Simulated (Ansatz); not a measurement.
# Direct or indirect: ZnH2S2 (P-3m1)

```
Zn S H
1.0
     3.90245    0.00000    0.00000
    -1.95122    3.37962    0.00000
     0.00000    0.00000    6.27465
Zn S H
1 2 2
Direct
  0.00000 0.00000 0.00000
  0.66667 0.33333 0.80885
  0.33333 0.66667 0.19115
  0.66667 0.33333 0.59262
  0.33333 0.66667 0.40738
```

Method: Ansatz, PBE, independent particles, without spin-orbit coupling, line width 0.1 eV (Gaussian). The band structure gives a fundamental gap of 2.23 eV. The spectrum of vertical transitions near the edge:

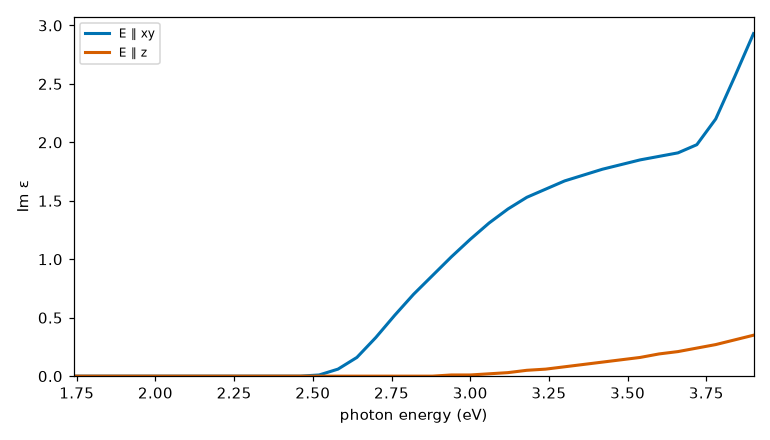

(1) Is the gap direct or indirect, and about where do vertical transitions set in?

## Answers

(1) Indirect, by the band path, whose least direct gap is 2.65 eV. The curves fit this: they stay near zero above 2.23 eV and rise only from about 2.7 eV, though a forbidden direct transition would look alike. Lines are broadened by 0.1 eV, which spreads the edge, and phonons, which would give weak absorption from the fundamental gap up, are left out.

Note: cells built here by substitution need not match a known phase.

[Logs are printed without paths, hosts, clocks, repeated set-up lines and the standing remarks that a program may print on its own settings, such as how far it seeks lower states.]
